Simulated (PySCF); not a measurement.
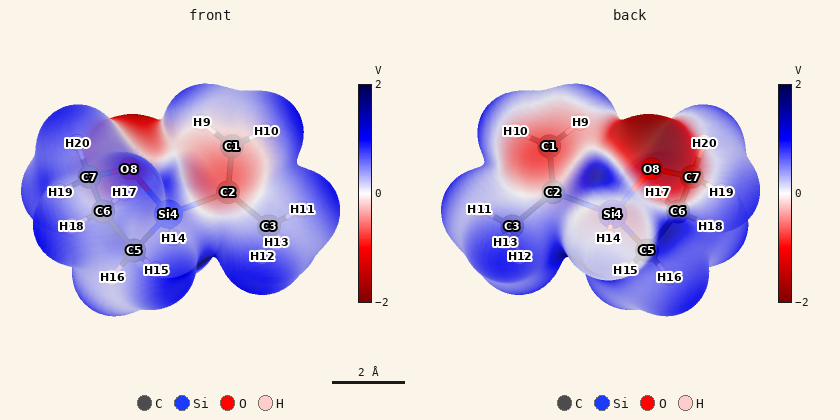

The picture shows: C$_{6}$H$_{12}$OSi. The electrostatic potential painted on the density surface at 0.004 e/bohr³, seen from the front and from behind; the colour scale runs from red (negative) to blue (positive).

Geometry: PBE0-D3(BJ)/def2-SVP.

Theory: PySCF, PBE0/pcSseg-1, SCF density, gas phase, non-relativistic.

```
atom    x (Å)    y (Å)    z (Å)
   C  -1.7998  -1.0823   1.1699
   C  -1.6419  -0.1461   0.2233
   C  -2.6622   0.9221  -0.0460
  Si  -0.0741  -0.1885  -0.7979
   C   1.2286   1.1066  -0.3486
   C   2.1043   0.2895   0.6133
   C   2.1547  -1.1448   0.0837
   O   0.8627  -1.5188  -0.3548
   H  -1.0415  -1.8542   1.3327
   H  -2.6936  -1.1157   1.8063
   H  -3.5366   0.8289   0.6164
   H  -2.2363   1.9304   0.0953
   H  -3.0187   0.8799  -1.0891
   H  -0.4177  -0.2119  -2.2533
   H   0.8419   2.0303   0.1063
   H   1.7938   1.3935  -1.2520
   H   1.6406   0.2824   1.6144
   H   3.1179   0.7064   0.7288
   H   2.8713  -1.2180  -0.7576
   H   2.4872  -1.8544   0.8586
```

Q: Which sites attract a positive test charge, and which a negative one?

A: A positive charge is drawn to the negative regions and a negative charge to the positive ones. The most negative region (about −1.9 V) lies over O8, the most positive (about +1.8 V) over Si4. O8 is the likeliest acceptor of a hydrogen bond.

Q: What dipole moment does the calculation give?

A: Its dipole moment is 1.76 D.
